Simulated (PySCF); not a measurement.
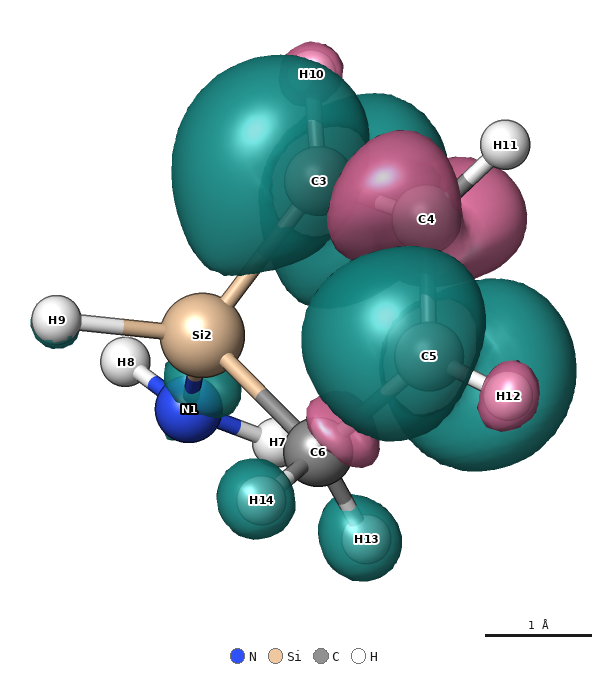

C$_{4}$H$_{8}$NSi (doublet). Isosurfaces of the spin density (α minus β) at +0.015 (teal) and −0.015 e/Å³ (pink), seen at an oblique angle.

Geometry: GFN2-xTB.

All numbers below come from UKS B3LYP, pcH-1 on C H N Si, non-relativistic, mean-field spin-orbit, GIAO (PySCF 2.14.0, density-fitted response routines).

```yaml
atoms:
  - { symbol: N, position_ang: [2.2188, -0.6246, 0.4342] }
  - { symbol: Si, position_ang: [0.9581, 0.2249, -0.3925] }
  - { symbol: C, position_ang: [-0.1906, 1.3963, 0.5038] }
  - { symbol: C, position_ang: [-1.4890, 0.9055, 0.4736] }
  - { symbol: C, position_ang: [-1.6895, -0.2944, -0.1606] }
  - { symbol: C, position_ang: [-0.4964, -0.9672, -0.7373] }
  - { symbol: H, position_ang: [1.9773, -1.2011, 1.2253] }
  - { symbol: H, position_ang: [3.0747, -0.1306, 0.6262] }
  - { symbol: H, position_ang: [1.6076, 0.7747, -1.5858] }
  - { symbol: H, position_ang: [0.0281, 2.3351, 0.9856] }
  - { symbol: H, position_ang: [-2.3133, 1.4391, 0.9285] }
  - { symbol: H, position_ang: [-2.6653, -0.7492, -0.2445] }
  - { symbol: H, position_ang: [-0.3637, -1.9498, -0.2794] }
  - { symbol: H, position_ang: [-0.6574, -1.1594, -1.7992] }
```

> Which atoms carry the spin?

The unpaired spin (1 electron) lies mostly on C3 (about 0.4) and C5 (about 0.4), in electrons by Hirshfeld's partition.
